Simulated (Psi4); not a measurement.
# A workflow on Si2H6O (disiloxane)

Aim: a geometry optimisation (B3LYP-D3(BJ)/def2-TZVP), then vibrational wavenumbers of Si2H6O (disiloxane). 

Program for the calculation: Psi4 1.11.

## (1) Starting point

Si2H6O has 9 atoms, charge 0, and is taken as a singlet. As SMILES, `[SiH3]O[SiH3]`. Geometry: relaxed at PBE0-D4/def2-TZVP. The run starts from this shape.

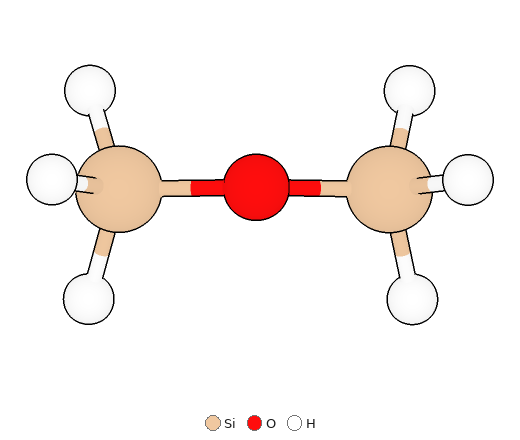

Viewed from a chosen angle; silicon light orange, oxygen red, hydrogen white.

## (2) A structure relaxation at B3LYP-D3(BJ)/def2-TZVP (density fitting) (run 1)

File calc.inp:

```
memory 1600 MB

molecule {
  0 1
  Si    -0.710290     1.052660    -0.919520
  O      0.425550     0.090990    -0.245380
  Si     0.775570    -1.038810     0.881750
  H     -1.787270     0.226580    -1.525660
  H     -0.060640     1.872420    -1.970220
  H     -1.306170     1.942760     0.111330
  H      2.224270    -1.343130     0.800010
  H     -0.009310    -2.275600     0.628780
  H      0.448290    -0.527870     2.238910
}

set {
  geom_maxiter 60
}

opt('b3lyp-d3(bj)/def2-TZVP')
```

Started as:

```
$ psi4 calc.inp calc.out -n 1
```

calc.out:

```text
[...]
  Running in c1 symmetry.
[...]
  Nuclear repulsion =  159.419028914662164
[...]
  Multiplicity = 1
[...]
  Nalpha       = 21
  Nbeta        = 21
[...]
    Number of basis functions: 141
[...]
   @DF-RKS iter   1:  -657.77223480752923   -3.57050e-01   5.78425e-03 DIIS/ADIIS
[...]
   @DF-RKS iter   6:  -658.00184858307875   -8.29914e-12   4.40593e-09 DIIS
[...]
    Orbital Energies [Eh]
    ---------------------
    Doubly Occupied:
       1A    -66.132486     2A    -66.132483     3A    -19.133806
       4A     -5.292030     5A     -5.292022     6A     -3.651395
       7A     -3.651395     8A     -3.649275     9A     -3.649272
      10A     -3.649232    11A     -3.649228    12A     -1.002851
      13A     -0.600062    14A     -0.509969    15A     -0.438530
      16A     -0.416518    17A     -0.415647    18A     -0.353622
      19A     -0.353132    20A     -0.316742    21A     -0.313295
[...]
  @DF-RKS Final Energy:  -658.00184858307875
   => Energetics <=
    Nuclear Repulsion Energy =            159.0587740224769391
    One-Electron Energy =               -1226.4919915648758888
    Two-Electron Energy =                 452.0428883074388295
    DFT Exchange-Correlation Energy =     -42.6010401961573137
    Empirical Dispersion Energy =          -0.0104791519612208
    VV10 Nonlocal Energy =                  0.0000000000000000
    Total Energy =                       -658.0018485830787540
[...]
 Multipole Moments:
 ------------------------------------------------------------------------------------
     Multipole            Electronic (a.u.)      Nuclear  (a.u.)        Total (a.u.)
 ------------------------------------------------------------------------------------
 L = 1.  Multiply by 2.5417464519 to convert [e a0] to [Debye]
 Dipole X            :          0.8746812           -0.9630738           -0.0883926
 Dipole Y            :          0.1880107           -0.2068512           -0.0188405
 Dipole Z            :         -0.5032113            0.5542539            0.0510426
 Magnitude           :                                                    0.1037957
[...]
  -Total Gradient:
     Atom            X                  Y                   Z
    ------   -----------------  -----------------  -----------------
       1        0.000001082068     0.000008459385    -0.000001915900
       2        0.000009653357    -0.000004176348    -0.000013262328
       3        0.000007038918    -0.000000105332     0.000005501919
       4        0.000005670265     0.000000306778    -0.000003526156
       5        0.000008382498     0.000001664882    -0.000000875802
       6        0.000001575782    -0.000001537228    -0.000002215205
       7        0.000006149855     0.000004831212    -0.000003580523
       8        0.000005304876     0.000000903526    -0.000004126748
       9        0.000001045324    -0.000000838810    -0.000002820135
[...]
```

Standard output:

```text
Optimizer: Optimization complete!
```

It took 1.7 min on 1 thread of AMD EPYC 7R43 (Zen 3), shared host; peak memory 1 GiB.

The path in brief:

```
step  energy from the first frame kept (eV)  largest force (eV/Å)
   0                                 0.0000                0.2211
   1                                -0.0018                0.0327
   2                                -0.0019                0.0238
   3                                -0.0020                0.0316
   4                                -0.0021                0.0294
   5                                -0.0021                0.0093
   6                                -0.0021                0.0009
```

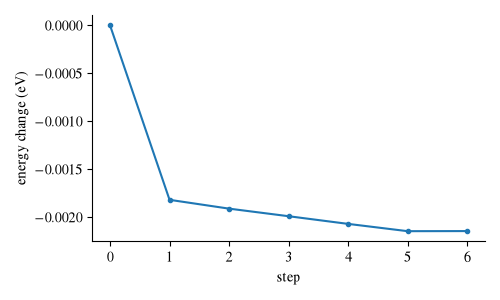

Energy along the run.

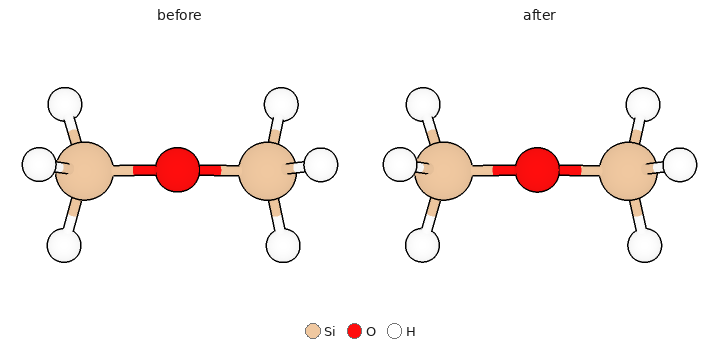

Before and after, at one scale.

After the run. Bond lengths: Si1–O2 1.636 Å, O2–Si3 1.636 Å, Si1–H4 1.482 Å, Si1–H5 1.478 Å, Si1–H6 1.482 Å, Si3–H7 1.478 Å, Si3–H8 1.482 Å, Si3–H9 1.482 Å. Some angles: Si1–O2–Si3 149.9°, O2–Si1–H4 110.1°, O2–Si1–H5 108.4°, O2–Si1–H6 110.1°, O2–Si3–H7 108.4°, O2–Si3–H8 110.1°, O2–Si3–H9 110.1°, H4–Si1–H5 109.6°, H4–Si1–H6 109.0°, H5–Si1–H6 109.6°.

## (3) Vibrational wavenumbers at B3LYP-D3(BJ)/def2-TZVP (density fitting) (run 2)

File job.py:

```python
import psi4

psi4.set_memory(1600000000)
psi4.set_num_threads(1)
psi4.core.set_output_file('psi4.out', False)

mol = psi4.geometry("""
0 1
Si    -0.710815     1.062397    -0.930286
O      0.400191     0.085911    -0.230363
Si     0.787311    -1.046297     0.885879
H     -1.785443     0.250338    -1.547622
H     -0.035048     1.864979    -1.971392
H     -1.307841     1.963347     0.083372
H      2.234223    -1.328922     0.779723
H      0.018405    -2.288522     0.638833
H      0.476007    -0.547895     2.246151
""")

psi4.set_options({
    'basis': 'def2-TZVP',
    't': 900.0,
    'rotational_symmetry_number': 1,
})

e = psi4.frequency('b3lyp-d3bj', molecule=mol)
print(f'b3lyp-d3bj energy: {e:.10f} Eh')
```

Started as:

```
$ python job.py
```

psi4.out, cut to the lines that bear on the results:

```text
[...]
  Running in c1 symmetry.
[...]
  Nuclear repulsion =  159.058769499667733
[...]
  Multiplicity = 1
[...]
  Nalpha       = 21
  Nbeta        = 21
[...]
    Number of basis functions: 141
[...]
   @DF-RKS iter   1:  -657.77193685791656   -3.59141e-01   5.78661e-03 ADIIS/DIIS
[...]
   @DF-RKS iter  10:  -658.00184753444807   -8.64020e-12   3.07937e-09 DIIS
[...]
  @DF-RKS Final Energy:  -658.00184753444807
   => Energetics <=
    Nuclear Repulsion Energy =            159.0671646909673029
    One-Electron Energy =               -1226.5095331356594670
    Two-Electron Energy =                 452.0524510133045624
    DFT Exchange-Correlation Energy =     -42.6014505199940103
    Empirical Dispersion Energy =          -0.0104795830664306
    VV10 Nonlocal Energy =                  0.0000000000000000
    Total Energy =                       -658.0018475344480748
[...]
  -Total Gradient:
     Atom            X                  Y                   Z
    ------   -----------------  -----------------  -----------------
       1       -0.000003995848     0.000015415571    -0.000002190794
       2        0.000024388163     0.000026107148     0.000034937816
       3       -0.000142300452     0.000074809827     0.000400913549
       4        0.000006729306    -0.000000541141    -0.000002959346
       5        0.000008815353     0.000000531534    -0.000000850481
       6        0.000002077328    -0.000001978238    -0.000002623573
       7        0.000006167584     0.000014648096     0.000008632018
       8        0.000054280247     0.000087640164     0.000096620490
       9        0.000088806689    -0.000209909364    -0.000561953890
[...]
  ==> Harmonic Vibrational Analysis <==
[...]
  Freq [cm^-1]                 32.2171             57.1795             97.3748
[...]
  IR activ [km/mol]             0.9983              0.0000              0.6076
[...]
  Freq [cm^-1]                 590.8165            714.3297            724.3795
[...]
  IR activ [km/mol]             0.6096              0.0051              2.5560
[...]
  Freq [cm^-1]                 964.9563            966.2512            968.6477
[...]
  IR activ [km/mol]            309.8262            336.6102            152.3757
[...]
  Freq [cm^-1]                 971.0223           1023.9649           1133.0427
[...]
  Freq [cm^-1]                2221.7113           2222.5946           2226.9037
[...]
  Freq [cm^-1]                2230.9422           2244.1954           2248.5019
[...]
```

The script printed:

```text
Warning: used thermodynamics relations inappropriate for low-frequency modes: ['32.2171' '57.1795' '97.3748' '590.8165']
b3lyp-d3bj energy: -658.0018485834 Eh
```

It took 13 min on 1 thread of AMD EPYC 7R43 (Zen 3), shared host; peak memory 1 GiB.

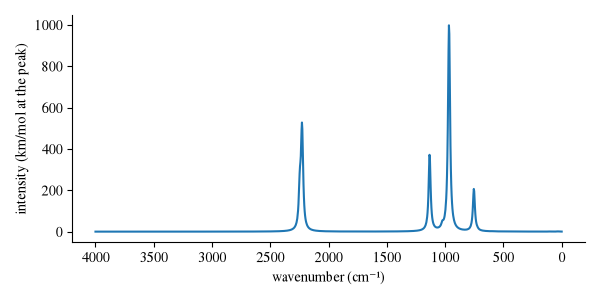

Harmonic infrared spectrum, unscaled, lines broadened by 10 cm⁻¹.

## (4) Summary of results

| quantity | value |
| --- | --- |
| run 1, B3LYP-D3(BJ)/def2-TZVP: total energy at the end | -658.00185 Eh |
| run 1, B3LYP-D3(BJ)/def2-TZVP: dipole moment | 0.26 D |
| run 1, B3LYP-D3(BJ)/def2-TZVP: HOMO energy | -8.53 eV |
| run 1, B3LYP-D3(BJ)/def2-TZVP: LUMO energy | -0.41 eV |
| run 1, B3LYP-D3(BJ)/def2-TZVP: HOMO–LUMO gap | 8.11 eV |
| run 1, B3LYP-D3(BJ)/def2-TZVP: dispersion energy | -27.51 kJ/mol |
| run 2, B3LYP-D3(BJ)/def2-TZVP: lowest harmonic wavenumber | 32 cm⁻¹ |
| run 2, B3LYP-D3(BJ)/def2-TZVP: highest harmonic wavenumber | 2248 cm⁻¹ |
| run 2, B3LYP-D3(BJ)/def2-TZVP: zero-point energy | 144.2 kJ/mol |
| run 2, B3LYP-D3(BJ)/def2-TZVP: ideal-gas entropy at 900 K (symmetry number 1 as used) | 112.2 cal/(mol K) |

**Reading.** The optimisation (run 1, B3LYP-D3(BJ)/def2-TZVP) took 7 steps and changed the energy by -0.002 eV. All 21 modes (run 2, B3LYP-D3(BJ)/def2-TZVP) are real, so the shape is a minimum at this level.
